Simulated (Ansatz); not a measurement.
# Run report: CH$_{10}$B$_{2}$N$_{2}$Si, geometry relaxation (part 3 of 3)

The same run, continued: CH$_{10}$B$_{2}$N$_{2}$Si, SMILES CN([SiH3])BBN; RKS PBE/def2-SVP (Ansatz 0.2.0). It belongs to a series of runs on one base structure; here: end point B relaxed.

Geometry of the input (Å):
```
C  0.4769  -1.9827  0.8246
N  0.3190  -0.8905  -0.2065
Si 1.9366  -0.3345  -0.6938
B  -0.3498  0.3297  0.3626
B  -1.6821  0.9793  -0.4982
N  -2.4011  2.2314  0.0571
H  0.9880  -2.8170  0.3984
H  1.0106  -1.5685  1.7134
H  -0.5812  -2.2686  1.1534
H  2.7257  -1.4662  -1.2166
H  1.8524  0.7200  -1.6777
H  2.7014  0.1956  0.5128
H  -0.0988  0.8701  1.3433
H  -2.0641  0.4964  -1.4732
H  -3.3746  1.9341  0.2443
H  -1.9406  2.4970  0.9778
```

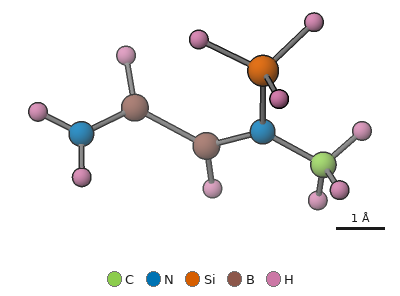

Fig. 1: The geometry at step 27 of the log (ball-and-stick view, seen at a tilt).

Trajectory as extended XYZ, continued:
```
16
Properties=species:S:1:pos:R:3:forces:R:3 step=20 energy=-13393.49323
C     0.8587   -1.8879    1.2178    0.0176  -0.0268   0.0211
N     0.4128   -0.7887    0.3541    0.0384  -0.0070  -0.0031
Si    1.6444   -0.1756   -0.7840   -0.0539  -0.0062  -0.0051
B    -0.8961   -0.2437    0.4291   -0.0042   0.0128  -0.0116
B    -1.5196    1.0171   -0.5498   -0.0546   0.0775  -0.0025
N    -2.1015    2.1580    0.0316    0.0570  -0.0371   0.1308
H     1.1401   -2.7867    0.6220   -0.0102   0.0355   0.0225
H     1.7502   -1.6012    1.8221   -0.0455  -0.0126  -0.0217
H     0.0431   -2.1722    1.9126    0.0326   0.0086  -0.0311
H     2.1151   -1.2998   -1.6716    0.0036   0.0055  -0.0001
H     1.0686    0.9372   -1.6040    0.0086  -0.0104   0.0116
H     2.8384    0.3146   -0.0069    0.0157   0.0093   0.0073
H    -1.6164   -0.7612    1.2839   -0.0047  -0.0125   0.0048
H    -1.5625    0.9777   -1.7777   -0.0031  -0.0026   0.0544
H    -2.5099    2.9271   -0.5021    0.0004  -0.0125  -0.0192
H    -2.1472    2.3109    1.0447    0.0024  -0.0215  -0.1583
16
Properties=species:S:1:pos:R:3:forces:R:3 step=21 energy=-13393.49656
C     0.8614   -1.8941    1.2156   -0.0054  -0.0318  -0.0182
N     0.4073   -0.7942    0.3587   -0.0014   0.0338   0.0000
Si    1.6318   -0.1624   -0.7746   -0.0046   0.0046   0.0054
B    -0.9073   -0.2605    0.4339    0.0022  -0.0009  -0.0084
B    -1.5334    1.0044   -0.5382   -0.0054  -0.0034   0.0092
N    -2.0630    2.1768    0.0248   -0.0054   0.0157  -0.0079
H     1.1752   -2.7757    0.6129    0.0046  -0.0021   0.0082
H     1.7315   -1.5966    1.8421    0.0024   0.0051   0.0046
H     0.0398   -2.2078    1.8879   -0.0032  -0.0013   0.0010
H     2.1194   -1.2768   -1.6651   -0.0006  -0.0027  -0.0014
H     1.0452    0.9444   -1.5939   -0.0071   0.0017   0.0069
H     2.8213    0.3418    0.0029   -0.0004   0.0054   0.0004
H    -1.6294   -0.8023    1.2730    0.0020   0.0081  -0.0027
H    -1.6219    0.9328   -1.7602   -0.0015  -0.0121   0.0029
H    -2.4791    2.9296   -0.5270    0.0143  -0.0162   0.0110
H    -2.0806    2.3661    1.0289    0.0096  -0.0039  -0.0110
16
Properties=species:S:1:pos:R:3:forces:R:3 step=22 energy=-13393.49789
C     0.8637   -1.9115    1.2077   -0.0087  -0.0335   0.0100
N     0.3974   -0.7998    0.3734   -0.0499   0.0028  -0.0325
Si    1.6084   -0.1233   -0.7470   -0.0027   0.0006   0.0105
B    -0.9313   -0.2977    0.4380    0.0619   0.0540   0.0517
B    -1.5620    0.9661   -0.5301   -0.1099   0.1025   0.0279
N    -1.9888    2.2003    0.0019    0.0662  -0.0636   0.0372
H     1.2207   -2.7657    0.5882   -0.0058   0.0207   0.0191
H     1.7069   -1.6045    1.8655    0.0086  -0.0089   0.0060
H     0.0351   -2.2705    1.8496    0.0189   0.0082  -0.0140
H     2.1239   -1.2149   -1.6509    0.0040   0.0118   0.0025
H     0.9870    0.9765   -1.5515   -0.0026  -0.0015   0.0011
H     2.7846    0.4085    0.0344   -0.0140  -0.0054  -0.0087
H    -1.6505   -0.8601    1.2665   -0.0048  -0.0050  -0.0435
H    -1.7567    0.8199   -1.7407    0.0210   0.0540   0.1444
H    -2.4034    2.9357   -0.5752    0.0111  -0.0216   0.0519
H    -1.9166    2.4666    0.9920    0.0067  -0.1151  -0.2637
16
Properties=species:S:1:pos:R:3:forces:R:3 step=23 energy=-13393.49847
C     0.8649   -1.9145    1.2072   -0.0035  -0.0306   0.0113
N     0.3914   -0.8034    0.3756   -0.0139   0.0492   0.0364
Si    1.5967   -0.1145   -0.7429    0.0153   0.0129   0.0176
B    -0.9347   -0.2969    0.4552   -0.0602  -0.1323  -0.1065
B    -1.5777    0.9545   -0.5195    0.1046   0.1482   0.0386
N    -1.9635    2.2069   -0.0069   -0.0348  -0.0268  -0.0152
H     1.2324   -2.7626    0.5857   -0.0048   0.0185   0.0145
H     1.7033   -1.6026    1.8703   -0.0113  -0.0137  -0.0100
H     0.0371   -2.2839    1.8444    0.0204   0.0094  -0.0167
H     2.1232   -1.1983   -1.6497   -0.0056   0.0059   0.0040
H     0.9663    0.9824   -1.5438   -0.0037  -0.0012  -0.0032
H     2.7697    0.4253    0.0381   -0.0134  -0.0042  -0.0075
H    -1.6644   -0.8942    1.2507    0.0364   0.0571   0.0189
H    -1.7688    0.8056   -1.7280   -0.0459  -0.0117   0.1145
H    -2.3871    2.9332   -0.5886    0.0266   0.0015   0.0449
H    -1.8707    2.4887    0.9739   -0.0063  -0.0824  -0.1414
16
Properties=species:S:1:pos:R:3:forces:R:3 step=25 energy=-13393.50322
C     0.8627   -1.9160    1.2069    0.0058   0.0058   0.0044
N     0.3907   -0.8025    0.3773   -0.0043   0.0022   0.0033
Si    1.5959   -0.1051   -0.7348    0.0043   0.0071  -0.0103
B    -0.9398   -0.3074    0.4404    0.0119  -0.0393   0.0383
B    -1.5778    0.9493   -0.5238   -0.0181   0.0469  -0.0364
N    -1.9463    2.2056   -0.0148    0.0068  -0.0207   0.0056
H     1.2318   -2.7615    0.5849    0.0025  -0.0071  -0.0070
H     1.6993   -1.6069    1.8728   -0.0035  -0.0013  -0.0022
H     0.0341   -2.2868    1.8401   -0.0085  -0.0039   0.0076
H     2.1309   -1.1837   -1.6426    0.0041   0.0021   0.0051
H     0.9587    0.9857   -1.5388   -0.0037   0.0035  -0.0005
H     2.7624    0.4441    0.0480   -0.0062  -0.0025   0.0015
H    -1.6670   -0.8912    1.2469    0.0094   0.0103  -0.0164
H    -1.8182    0.7827   -1.7177   -0.0061  -0.0012   0.0268
H    -2.3757    2.9368   -0.5843    0.0084   0.0024   0.0118
H    -1.8235    2.4825    0.9613   -0.0027  -0.0043  -0.0316
16
Properties=species:S:1:pos:R:3:forces:R:3 step=26 energy=-13393.50408
C     0.8626   -1.9192    1.2052   -0.0018  -0.0052  -0.0009
N     0.3868   -0.8042    0.3797   -0.0061  -0.0054   0.0008
Si    1.5875   -0.0927   -0.7281    0.0163  -0.0006   0.0048
B    -0.9467   -0.3174    0.4396    0.0142  -0.0327   0.0384
B    -1.5868    0.9388   -0.5220   -0.0432   0.0554  -0.0295
N    -1.9215    2.2091   -0.0231    0.0266  -0.0420   0.0133
H     1.2401   -2.7592    0.5799   -0.0025   0.0035   0.0030
H     1.6942   -1.6081    1.8764   -0.0015  -0.0014  -0.0021
H     0.0334   -2.2990    1.8332    0.0042   0.0016  -0.0026
H     2.1396   -1.1647   -1.6336   -0.0031   0.0048  -0.0002
H     0.9399    0.9926   -1.5317   -0.0004  -0.0022  -0.0026
H     2.7457    0.4668    0.0595   -0.0047   0.0046  -0.0005
H    -1.6750   -0.9084    1.2388    0.0045   0.0039  -0.0088
H    -1.8642    0.7531   -1.7053    0.0044   0.0151   0.0248
H    -2.3490    2.9412   -0.5924   -0.0051   0.0032   0.0057
H    -1.7683    2.4971    0.9456   -0.0016  -0.0026  -0.0438
16
Properties=species:S:1:pos:R:3:forces:R:3 step=27 energy=-13393.50460
C     0.8618   -1.9261    1.2019   -0.0081  -0.0146  -0.0018
N     0.3800   -0.8083    0.3834    0.0046  -0.0134   0.0000
Si    1.5759   -0.0725   -0.7137    0.0057  -0.0037  -0.0091
B    -0.9583   -0.3345    0.4385    0.0179  -0.0078   0.0308
B    -1.6038    0.9211   -0.5193   -0.0535   0.1007  -0.0149
N    -1.8790    2.2142   -0.0383    0.0575  -0.0874   0.0640
H     1.2526   -2.7566    0.5713   -0.0095   0.0161   0.0134
H     1.6852   -1.6123    1.8819   -0.0022  -0.0032  -0.0028
H     0.0317   -2.3204    1.8208    0.0196   0.0086  -0.0131
H     2.1524   -1.1320   -1.6193    0.0028   0.0067   0.0104
H     0.9106    0.9989   -1.5223    0.0046  -0.0038   0.0021
H     2.7174    0.5119    0.0809   -0.0067  -0.0027  -0.0033
H    -1.6872   -0.9348    1.2289   -0.0027  -0.0084  -0.0041
H    -1.9384    0.7104   -1.6847    0.0041   0.0323   0.0473
H    -2.3148    2.9441   -0.6035   -0.0061   0.0103  -0.0072
H    -1.6677    2.5224    0.9150   -0.0281  -0.0296  -0.1117
16
Properties=species:S:1:pos:R:3:forces:R:3 step=28 energy=-13393.50511
C     0.8621   -1.9264    1.2011   -0.0050  -0.0106  -0.0025
N     0.3803   -0.8087    0.3825    0.0021  -0.0054  -0.0014
Si    1.5771   -0.0744   -0.7149    0.0109  -0.0026   0.0041
B    -0.9573   -0.3330    0.4400    0.0103  -0.0063   0.0036
B    -1.6044    0.9232   -0.5187   -0.0343   0.0576   0.0155
N    -1.8817    2.2143   -0.0377    0.0337  -0.0467   0.0309
H     1.2509   -2.7576    0.5707   -0.0062   0.0101   0.0084
H     1.6869   -1.6133    1.8796   -0.0019  -0.0013  -0.0027
H     0.0328   -2.3193    1.8214    0.0119   0.0061  -0.0079
H     2.1581   -1.1352   -1.6157   -0.0039   0.0043   0.0041
H     0.9139    0.9965   -1.5257    0.0021  -0.0061  -0.0008
H     2.7172    0.5106    0.0810   -0.0048   0.0022  -0.0014
H    -1.6861   -0.9344    1.2297   -0.0021  -0.0036   0.0011
H    -1.9402    0.7166   -1.6823    0.0036   0.0100   0.0059
H    -2.3171    2.9439   -0.6041   -0.0061   0.0038  -0.0025
H    -1.6741    2.5227    0.9148   -0.0102  -0.0115  -0.0545
16
Properties=species:S:1:pos:R:3:forces:R:3 step=29 energy=-13393.50546
C     0.8616   -1.9279    1.1990   -0.0021  -0.0025  -0.0035
N     0.3783   -0.8100    0.3817   -0.0008   0.0027  -0.0037
Si    1.5758   -0.0704   -0.7114    0.0038  -0.0017   0.0031
B    -0.9604   -0.3370    0.4389    0.0041  -0.0051  -0.0009
B    -1.6120    0.9201   -0.5161    0.0052   0.0115   0.0009
N    -1.8712    2.2154   -0.0405    0.0047  -0.0033   0.0128
H     1.2504   -2.7580    0.5679   -0.0015   0.0011   0.0007
H     1.6869   -1.6149    1.8770   -0.0001   0.0011  -0.0007
H     0.0336   -2.3218    1.8195    0.0011   0.0015   0.0003
H     2.1693   -1.1305   -1.6046   -0.0013   0.0024   0.0036
H     0.9089    0.9914   -1.5310    0.0024  -0.0046  -0.0002
H     2.7065    0.5268    0.0886   -0.0026   0.0023  -0.0017
H    -1.6888   -0.9423    1.2259   -0.0024  -0.0045   0.0041
H    -1.9619    0.7124   -1.6744   -0.0071  -0.0049  -0.0099
H    -2.3101    2.9447   -0.6046   -0.0015  -0.0011  -0.0027
H    -1.6485    2.5276    0.9060   -0.0017   0.0050  -0.0022
16
Properties=species:S:1:pos:R:3:forces:R:3 step=30 energy=-13393.50568
C     0.8605   -1.9308    1.1956    0.0008   0.0009  -0.0042
N     0.3755   -0.8119    0.3807    0.0018   0.0094  -0.0010
Si    1.5740   -0.0634   -0.7054    0.0015   0.0025   0.0030
B    -0.9646   -0.3428    0.4374    0.0004  -0.0093  -0.0236
B    -1.6207    0.9159   -0.5131   -0.0044  -0.0111   0.0079
N    -1.8528    2.2187   -0.0450   -0.0019   0.0155   0.0103
H     1.2502   -2.7590    0.5630    0.0018  -0.0041  -0.0032
H     1.6854   -1.6180    1.8741    0.0013   0.0011   0.0009
H     0.0334   -2.3269    1.8155   -0.0048  -0.0013   0.0044
H     2.1888   -1.1219   -1.5861   -0.0018   0.0028   0.0057
H     0.9008    0.9837   -1.5389    0.0030  -0.0054   0.0008
H     2.6897    0.5548    0.1001   -0.0044  -0.0009  -0.0040
H    -1.6940   -0.9573    1.2165   -0.0004   0.0053   0.0078
H    -2.0046    0.6994   -1.6596    0.0048  -0.0018  -0.0009
H    -2.2994    2.9465   -0.6054    0.0018  -0.0050  -0.0001
H    -1.6041    2.5389    0.8923    0.0006   0.0014  -0.0037
16
Properties=species:S:1:pos:R:3:forces:R:3 step=31 energy=-13393.50572
C     0.8589   -1.9341    1.1906    0.0054   0.0076   0.0020
N     0.3720   -0.8143    0.3782   -0.0052   0.0022  -0.0171
Si    1.5720   -0.0563   -0.6997    0.0063   0.0008  -0.0020
B    -0.9707   -0.3520    0.4319    0.0054   0.0303   0.0168
B    -1.6322    0.9108   -0.5099   -0.0019  -0.0312  -0.0124
N    -1.8351    2.2207   -0.0478   -0.0019   0.0215   0.0118
H     1.2499   -2.7602    0.5565    0.0039  -0.0079  -0.0066
H     1.6831   -1.6211    1.8698    0.0026   0.0007   0.0017
H     0.0326   -2.3326    1.8098   -0.0095  -0.0032   0.0076
H     2.2148   -1.1148   -1.5608   -0.0057   0.0081   0.0065
H     0.8928    0.9712   -1.5531    0.0053  -0.0089   0.0041
H     2.6688    0.5882    0.1121   -0.0128  -0.0038  -0.0065
H    -1.6971   -0.9660    1.2146   -0.0024  -0.0050  -0.0112
H    -2.0466    0.6894   -1.6457    0.0089   0.0066   0.0141
H    -2.2859    2.9489   -0.6046    0.0036  -0.0089   0.0037
H    -1.5590    2.5477    0.8798   -0.0020  -0.0089  -0.0125
16
Properties=species:S:1:pos:R:3:forces:R:3 step=32 energy=-13393.50583
C     0.8591   -1.9334    1.1914    0.0021   0.0013   0.0002
N     0.3725   -0.8138    0.3784   -0.0014   0.0044  -0.0060
Si    1.5719   -0.0581   -0.7015    0.0031   0.0020   0.0007
B    -0.9692   -0.3490    0.4343   -0.0048   0.0013  -0.0020
B    -1.6299    0.9121   -0.5091    0.0097  -0.0041  -0.0083
N    -1.8394    2.2207   -0.0456   -0.0002   0.0066   0.0075
H     1.2486   -2.7607    0.5575    0.0015  -0.0030  -0.0026
H     1.6844   -1.6206    1.8693    0.0011  -0.0002   0.0007
H     0.0329   -2.3304    1.8120   -0.0036  -0.0011   0.0028
H     2.2116   -1.1176   -1.5632   -0.0024   0.0037   0.0048
H     0.8935    0.9698   -1.5544    0.0020  -0.0047   0.0018
H     2.6701    0.5852    0.1087   -0.0061  -0.0017  -0.0043
H    -1.6973   -0.9661    1.2129    0.0015   0.0023   0.0004
H    -2.0333    0.6924   -1.6490    0.0006   0.0035   0.0134
H    -2.2881    2.9488   -0.6039    0.0013  -0.0028   0.0003
H    -1.5691    2.5464    0.8840   -0.0044  -0.0076  -0.0093
```

Key numbers:

| quantity | value |
| --- | --- |
| outcome | converged |
| total energy | −13393.5059 eV |
| mean-field energy | −13393.5059 eV |
| largest force (length of the vector) at the end | 0.014 eV/Å |
| wall time | 1.9 min (CPU time 3.7 min) |
| peak memory | 0.18 GiB |
